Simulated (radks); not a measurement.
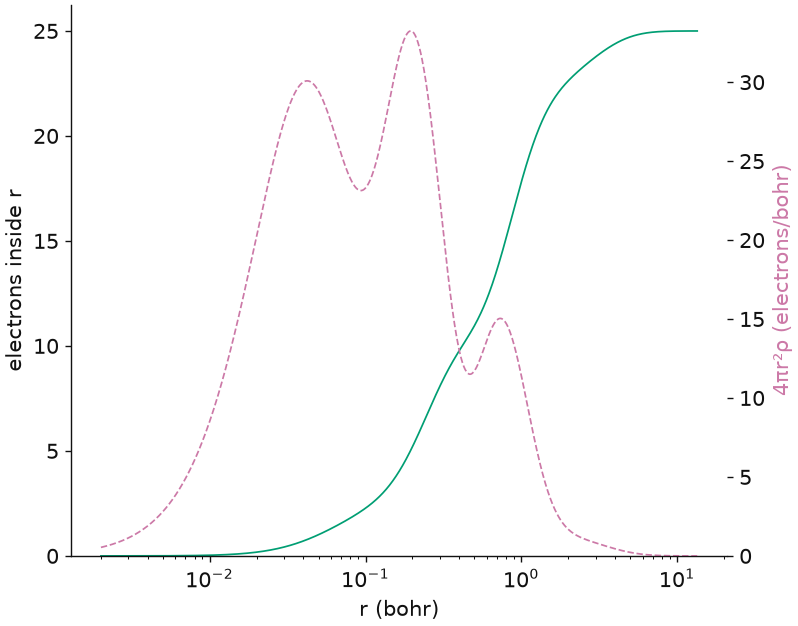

Atomic manganese (Mn) in the configuration [Ar] 3d5 4s1 4p1 (high spin). The calculation used the in-house radial solver radks at this level: scalar-relativistic Kohn-Sham, r2SCAN, spin-polarised, spherical densities, finite nucleus.

The plot shows the number of electrons inside radius r (solid) and the radial density 4πr²ρ (dashed).

**Describe it and give its main numbers.**

The count levels off at 25 electrons. Half of them lie within 0.619 bohr, 90 % within 1.93 bohr and 99 % within 5.14 bohr. The radial density has minima at 0.0934 and 0.466 bohr, where the count stands at 2.1 and 10.6; these part the shells that the density resolves.
